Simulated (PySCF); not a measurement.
# C₅H₂F₅NO: NMR shifts in solvents

Aim: compute the NMR shifts of C₅H₂F₅NO (`FC(F)(F)C(F)(F)c1cnoc1`), and see what a dielectric continuum does where one was used.

Programs: PySCF 2.14.0, with density-fitted response routines of our own. Each step states its level of theory. These are calculated values for one molecule, in the gas phase or a continuum, unless marked as measured. Atoms are numbered from 0 throughout.

### 1 The molecule as given

14 atoms, charge 0, multiplicity 1; geometry from: GFN2-xTB.

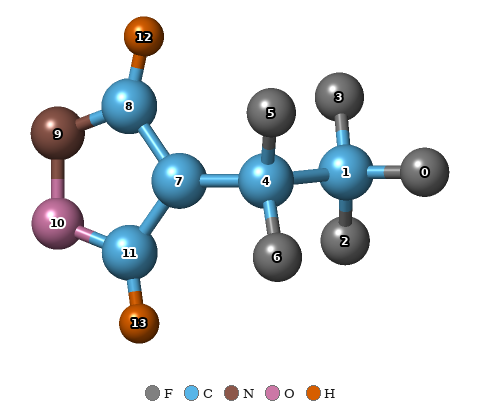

As it starts; fluorine grey, carbon blue, nitrogen brown, oxygen pink, hydrogen orange, atoms numbered.

### 2 Geometry optimisation at PBE0-D3(BJ)/def2-SVP

Job settings and geometry (Å):

```
{"job": {"xc": "PBE0", "basis": "def2-SVP", "d3": "d3bj", "grid": 1, "kind": "geom"}, "charge": 0, "multiplicity": 1}
F     -3.025203     0.518315    -0.083743
C     -1.840692    -0.046682    -0.269629
F     -1.646548    -0.175910    -1.585310
F     -1.882504    -1.275479     0.249479
C     -0.677076     0.770597     0.361706
F     -0.937725     0.919615     1.681215
F     -0.703640     2.012357    -0.179793
C      0.630050     0.098546     0.127185
C      1.223081    -0.955435     0.872841
N      2.362580    -1.284907     0.343129
O      2.559877    -0.497480    -0.729424
C      1.538272     0.332128    -0.871939
H      0.849534    -1.446316     1.747513
H      1.549318     1.030178    -1.685396
```

Standard output:

```text
step   0  E = -819.43870733  max force = 0.015828
step   1  E = -819.44033009  max force = 0.006441
step   2  E = -819.44088661  max force = 0.003211
step   3  E = -819.44096889  max force = 0.002623
step   4  E = -819.44098697  max force = 0.001716
step   5  E = -819.44101183  max force = 0.000815
step   6  E = -819.44101969  max force = 0.000854
step   7  E = -819.44102049  max force = 0.000955
step   8  E = -819.44102564  max force = 0.000652
step   9  E = -819.44103615  max force = 0.000784
step  10  E = -819.44104550  max force = 0.000714
step  11  E = -819.44105427  max force = 0.000615
step  12  E = -819.44106022  max force = 0.000325
optimisation converged
```

Wall time 4.9 min (1 thread, shared host).

The steps of the relaxation:

```csv
step,energy from step 0 (eV),largest force component (eV/Å)
0,0.0000,0.8139
1,-0.0442,0.3312
2,-0.0593,0.1651
3,-0.0615,0.1349
4,-0.0620,0.0882
5,-0.0627,0.0419
6,-0.0629,0.0439
7,-0.0629,0.0491
8,-0.0631,0.0335
9,-0.0634,0.0403
10,-0.0636,0.0367
11,-0.0639,0.0316
12,-0.0640,0.0167
```

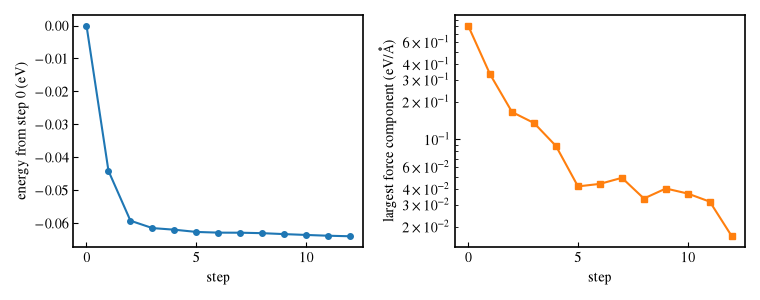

Energy and largest force along the relaxation.

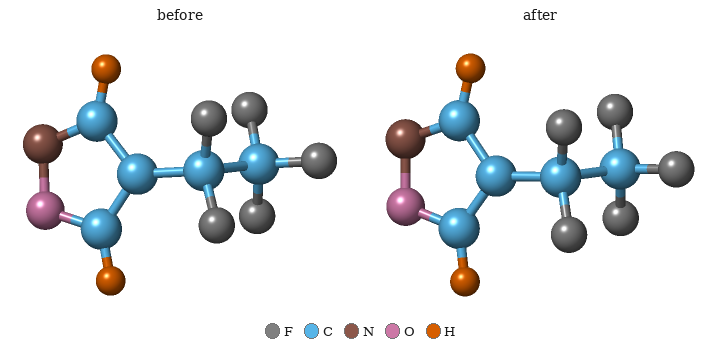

Before and after, at one scale.

Close pairs (by a distance rule), those that changed most:

```csv
bond,before (Å),after (Å),change (Å)
C8–H12,1.070,1.089,+0.019
N9–O10,1.345,1.364,+0.019
C11–H13,1.072,1.088,+0.016
C1–C4,1.556,1.544,-0.012
C1–F2,1.336,1.327,-0.009
C4–F6,1.355,1.347,-0.008
C7–C11,1.370,1.363,-0.008
C4–F5,1.353,1.347,-0.007
```

The next job starts from the end point, and lists it.

```csv
at the end point,value
point group (found at 0.08 Å tolerance),C1
"rotational constants (GHz, main isotopes)","1.730, 0.683, 0.667"
dipole moment (D),0.92
```

### 3 Nuclear shieldings: PBE0/pcSseg-1 in benzene

Job settings and geometry (Å):

```
{"job": {"kind": "nmr", "xc": "PBE0", "basis": "pcSseg-1", "solvent": "benzene", "pop": true}, "charge": 0, "multiplicity": 1}
F     -2.949729     0.821900    -0.017498
C     -1.859950     0.105314    -0.233402
F     -1.726932    -0.092037    -1.539294
F     -1.995138    -1.073140     0.366760
C     -0.610171     0.827101     0.314532
F     -0.823977     1.039349     1.627049
F     -0.538440     2.018276    -0.310170
C      0.639096     0.050878     0.107673
C      1.151017    -1.029645     0.878781
N      2.265323    -1.482896     0.374271
O      2.511930    -0.727699    -0.734470
C      1.553972     0.175280    -0.894587
H      0.738625    -1.477695     1.782142
H      1.637658     0.843260    -1.749454
```

Method: GIAO PBE0/pcSseg-1 NMR shielding, non-relativistic, IEF-PCM benzene.

Standard output:

```text
coarse grid: 14248 points
cycle   1  E = -819.6584221243  dE =  2.510e+00  |g| = 1.134e+00  |ddm| = 3.761e+00
cycle   2  E = -819.3940248911  dE =  2.644e-01  |g| = 1.767e+00  |ddm| = 1.645e+00
cycle   3  E = -819.8682720688  dE = -4.742e-01  |g| = 1.327e-01  |ddm| = 1.054e+00
cycle   4  E = -819.8694260094  dE = -1.154e-03  |g| = 1.079e-01  |ddm| = 1.689e-01
cycle   5  E = -819.8718880348  dE = -2.462e-03  |g| = 1.739e-02  |ddm| = 9.438e-02
cycle   6  E = -819.8719330688  dE = -4.503e-05  |g| = 6.746e-03  |ddm| = 1.571e-02
cycle   7  E = -819.8719418104  dE = -8.742e-06  |g| = 1.248e-03  |ddm| = 4.866e-03
final grid: 147008 points
cycle   8  E = -819.9830600294  dE = -5.654e-05  |g| = 1.155e-02  |ddm| = 3.629e-02
cycle   9  E = -819.9830130818  dE =  4.695e-05  |g| = 2.017e-02  |ddm| = 2.084e-02
cycle  10  E = -819.9830832468  dE = -7.016e-05  |g| = 1.698e-03  |ddm| = 1.356e-02
cycle  11  E = -819.9830838158  dE = -5.690e-07  |g| = 4.436e-04  |ddm| = 1.550e-03
cycle  12  E = -819.9830838476  dE = -3.175e-08  |g| = 1.723e-04  |ddm| = 4.478e-04
cycle  13  E = -819.9830838530  dE = -5.436e-09  |g| = 6.634e-05  |ddm| = 1.770e-04
cycle  14  E = -819.9830838539  dE = -8.456e-10  |g| = 1.718e-05  |ddm| = 6.200e-05
converged SCF energy = -819.9830838539

GIAO shielding tensors (ppm)
atom      isotropic    diamagn.    paramagn.     s11        s22        s33       span
  0 F      284.193     468.133    -183.939    209.398    287.665    355.517    146.119
  1 C       60.028     245.645    -185.617     51.061     62.443     66.581     15.520
  2 F      272.872     473.866    -200.994    201.041    272.688    344.889    143.849
  3 F      273.214     473.941    -200.727    200.775    271.831    347.035    146.260
  4 C       69.725     234.592    -164.867     52.782     74.027     82.367     29.585
  5 F      307.211     472.089    -164.878    215.015    340.625    365.992    150.978
  6 F      312.794     472.304    -159.510    223.855    341.606    372.921    149.066
  7 C       67.343     263.518    -196.175      5.453     67.390    129.184    123.731
  8 C       31.181     245.800    -214.619    -75.213     37.901    130.855    206.068
  9 N     -153.099     320.165    -473.264   -375.361   -140.307     56.372    431.733
 10 O      -77.311     396.787    -474.098   -201.503   -179.808    149.377    350.880
 11 C       18.715     251.094    -232.379    -66.996      7.829    115.312    182.307
 12 H       22.730      28.460      -5.730     20.621     20.768     26.802      6.181
 13 H       22.386      29.396      -7.010     19.794     21.211     26.155      6.360
```

Wall time 60 s (1 thread, shared host).

Shifts follow as δ = σ(reference) − σ, with reference shieldings (ppm) from runs at the same level and on the same kind of geometry: 1H TMS 31.25, 13C TMS 184.9, 19F CFCl3 178.7, 15N NH3 267.0, 17O H2O 338.8. The references are single molecules in the same continuum, so shifts against H2O, NH3, PH3, H3PO4 or CFCl3 are not on the usual liquid scales and can be off by tens of ppm. Atoms listed in one row are averaged.

```
     atoms                                                      environment  σ (ppm)  δ (ppm)
       C11                              aromatic CH next to the ring oxygen     18.7    166.2
        C8                              aromatic CH next to a ring nitrogen     31.2    153.7
        C1                                                       CF3 carbon     60.0    124.8
        C7                                      substituted aromatic carbon     67.3    117.5
        C4  fully substituted sp3 carbon bonded to 2 F, on an aromatic ring     69.7    115.2
       H13               hydrogen on an aromatic CH next to the ring oxygen    22.39     8.87
       H12               hydrogen on an aromatic CH next to a ring nitrogen    22.73     8.52
F0, F2, F3                                          fluorine of a CF3 group    276.8    -98.0
    F5, F6                                          fluorine of a CF2 group    310.0   -131.3
        N9                               pyridine-type nitrogen of an azole   -153.1    420.1
       O10                                             aromatic ring oxygen    -77.3    416.1
```

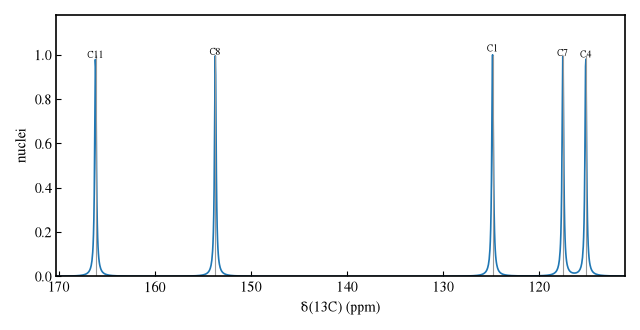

13C lines at the computed shifts, without couplings. Lines are broadened to a width of 0.20 ppm (Lorentzian).

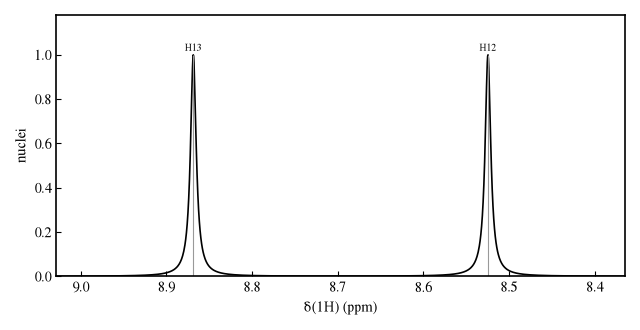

1H lines at the computed shifts, without couplings. Lines are broadened to a width of 0.01 ppm (Lorentzian).

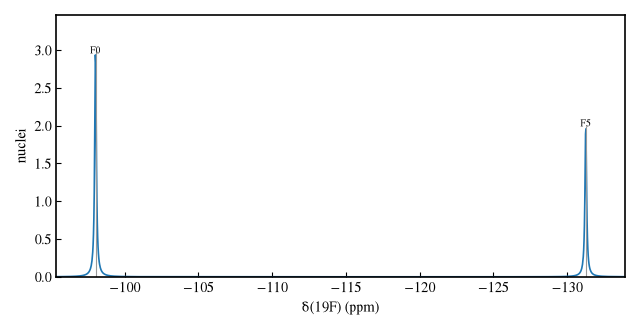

19F lines at the computed shifts, without couplings. Lines are broadened to a width of 0.13 ppm (Lorentzian).

The run also stored atomic charges by several schemes (e):

| atoms | Mulliken | IAO | Hirshfeld | ESP fit |
| --- | --- | --- | --- | --- |
| F0, F2, F3 | -0.25 | -0.27 | -0.08 | -0.17 |
| C1 | 0.82 | 0.79 | 0.24 | 0.55 |
| C4 | 0.54 | 0.54 | 0.16 | 0.06 |
| F5, F6 | -0.28 | -0.28 | -0.08 | -0.11 |
| C7 | -0.51 | -0.16 | -0.08 | -0.11 |
| C8 | 0.23 | -0.03 | 0.00 | 0.23 |
| N9 | -0.14 | -0.13 | -0.11 | -0.38 |
| O10 | -0.27 | -0.13 | -0.02 | -0.07 |
| C11 | 0.36 | 0.07 | 0.05 | 0.16 |

Hirshfeld charges:

F0 -0.08; C1 0.24; F2 -0.08; F3 -0.08; C4 0.16; F5 -0.09; F6 -0.08; C7 -0.08; C8 0.00; N9 -0.11; O10 -0.02; C11 0.05; H12 0.08; H13 0.10

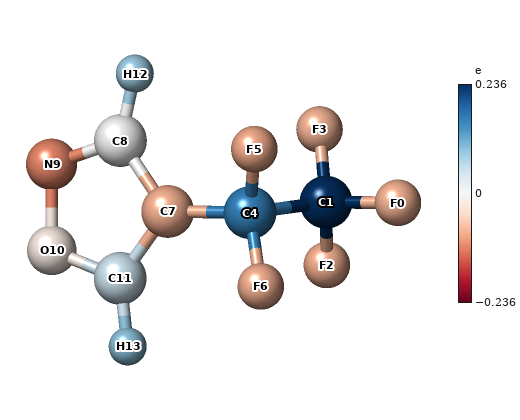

Hirshfeld charges, as colours on the atoms.

Mayer bond orders: F0–C1 1.03, C1–F2 1.02, C1–F3 1.01, C1–C4 0.94, C4–F5 0.96, C4–F6 0.95, C4–C7 0.91, C7–C8 1.23, C8–N9 1.64, N9–O10 0.99, O10–C11 1.11, C11–C7 1.54.

Ring of atoms C7, C8, N9, O10, C11: NICS(0) -12.2, NICS(1) -11.1, NICS(1)zz -27.3 ppm (means of both faces).

### 4 Nuclear shieldings: PBE0/pcSseg-1 in dimethylsulfoxide

Settings changed since step 3:

```diff
@@ -1,2 +1,2 @@
-{"job": {"kind": "nmr", "xc": "PBE0", "basis": "pcSseg-1", "solvent": "benzene", "pop": true}, "charge": 0, "multiplicity": 1}
+{"job": {"kind": "nmr", "xc": "PBE0", "basis": "pcSseg-1", "solvent": "dimethylsulfoxide", "pop": false}, "charge": 0, "multiplicity": 1}
 F     -2.949729     0.821900    -0.017498
```

Level: GIAO PBE0/pcSseg-1 NMR shielding, non-relativistic, IEF-PCM dimethylsulfoxide.

Standard output:

```text
coarse grid: 14248 points
cycle   1  E = -819.6663817800  dE =  2.502e+00  |g| = 1.126e+00  |ddm| = 3.761e+00
cycle   2  E = -819.4184370696  dE =  2.479e-01  |g| = 1.732e+00  |ddm| = 1.590e+00
cycle   3  E = -819.8740944494  dE = -4.557e-01  |g| = 1.142e-01  |ddm| = 9.985e-01
cycle   4  E = -819.8749624048  dE = -8.680e-04  |g| = 9.158e-02  |ddm| = 1.389e-01
cycle   5  E = -819.8767060129  dE = -1.744e-03  |g| = 1.633e-02  |ddm| = 7.672e-02
cycle   6  E = -819.8767451240  dE = -3.911e-05  |g| = 6.048e-03  |ddm| = 1.431e-02
cycle   7  E = -819.8767520846  dE = -6.961e-06  |g| = 1.168e-03  |ddm| = 4.331e-03
final grid: 147008 points
cycle   8  E = -819.9878485343  dE = -5.770e-05  |g| = 1.119e-02  |ddm| = 3.618e-02
cycle   9  E = -819.9878083623  dE =  4.017e-05  |g| = 1.907e-02  |ddm| = 1.954e-02
cycle  10  E = -819.9878704371  dE = -6.207e-05  |g| = 1.471e-03  |ddm| = 1.236e-02
cycle  11  E = -819.9878708459  dE = -4.089e-07  |g| = 4.210e-04  |ddm| = 1.286e-03
cycle  12  E = -819.9878708741  dE = -2.821e-08  |g| = 1.456e-04  |ddm| = 3.859e-04
cycle  13  E = -819.9878708780  dE = -3.816e-09  |g| = 4.720e-05  |ddm| = 1.317e-04
cycle  14  E = -819.9878708784  dE = -4.275e-10  |g| = 1.588e-05  |ddm| = 4.617e-05
converged SCF energy = -819.9878708784

GIAO shielding tensors (ppm)
atom      isotropic    diamagn.    paramagn.     s11        s22        s33       span
  0 F      285.252     468.258    -183.006    210.493    288.925    356.339    145.846
  1 C       59.994     245.634    -185.640     51.164     62.445     66.372     15.208
  2 F      272.876     473.887    -201.011    200.873    272.635    345.121    144.248
  3 F      273.225     473.966    -200.741    200.593    271.896    347.185    146.592
  4 C       69.545     234.612    -165.067     52.643     73.905     82.086     29.443
  5 F      307.825     472.142    -164.317    215.909    340.894    366.672    150.763
  6 F      313.025     472.281    -159.256    224.079    341.855    373.142    149.063
  7 C       67.638     263.365    -195.726      6.086     67.886    128.944    122.858
  8 C       29.862     245.476    -215.614    -75.041     32.991    131.635    206.677
  9 N     -142.085     321.511    -463.596   -349.788   -135.393     58.927    408.714
 10 O      -71.669     397.112    -468.781   -192.192   -172.636    149.820    342.011
 11 C       16.762     250.675    -233.912    -68.666      3.112    115.842    184.508
 12 H       22.539      28.199      -5.660     20.331     20.743     26.544      6.212
 13 H       22.145      28.996      -6.851     19.370     21.101     25.964      6.593
```

Wall time 52 s (1 thread, shared host).

In short: δ C11 168.7, C8 155.6, C1 125.5, C7 117.8, H13 9.09, H12 8.70 ppm.

### 5 Side by side: NMR shifts

Shifts (ppm) of some atoms, chosen among heavy atoms and hydrogens apart, means over like atoms, with basis size and wall time:

```
                               run    C11     C8   H13   H12     F0      F5     N9  functions  time
          PBE0/pcSseg-1 in benzene  166.2  153.7  8.87  8.52  -98.0  -131.3  420.1        214  60 s
PBE0/pcSseg-1 in dimethylsulfoxide  168.7  155.6  9.09  8.70  -96.6  -129.9  410.6        214  52 s
```

The continuum's effect on the ground state:

```csv
solvent,ε,polarisation energy (Eh),μ (D)
benzene,2.27,-0.0041,1.08
dimethylsulfoxide,46.83,-0.0100,1.33
```

### 6 What came out

```
                                                                          quantity                                  value
                                                                       point group                                     C1
                                              rotational constants (main isotopes)                   1.73, 0.68, 0.67 GHz
                                   13C shifts against TMS (PBE0/pcSseg-1, benzene)  166.2, 153.7, 124.8, 117.5, 115.2 ppm
                                    1H shifts against TMS (PBE0/pcSseg-1, benzene)                         8.87, 8.52 ppm
19F shifts against CFCl3 (PBE0/pcSseg-1, benzene, means over atoms taken as alike)                      -98.0, -131.3 ppm
                                   15N shifts against NH3 (PBE0/pcSseg-1, benzene)                              420.1 ppm
                                   17O shifts against H2O (PBE0/pcSseg-1, benzene)                              416.1 ppm
                                                          range of the shift of N9                     410.6 to 420.1 ppm
```

In words: The optimisation took 12 steps and gained 0.064 eV; among the close pairs (by a distance rule), C8–H12 changed most, from 1.070 to 1.089 Å. No frequency check was run at this level, so the end point may be a saddle. At PBE0/pcSseg-1: The widest tensor belongs to N9: span 432 ppm, with a paramagnetic part of -473 ppm. NICS(1)zz of -27 ppm above the planar ring from C7 marks a diatropic (aromatic) ring current. Across the 2 runs the shift of N9 moves most, between 410.6 (PBE0/pcSseg-1 in dimethylsulfoxide) and 420.1 ppm (PBE0/pcSseg-1 in benzene). The continuum holds electrostatics alone: no hydrogen bonds to the solvent, and the gas-phase geometry is kept.
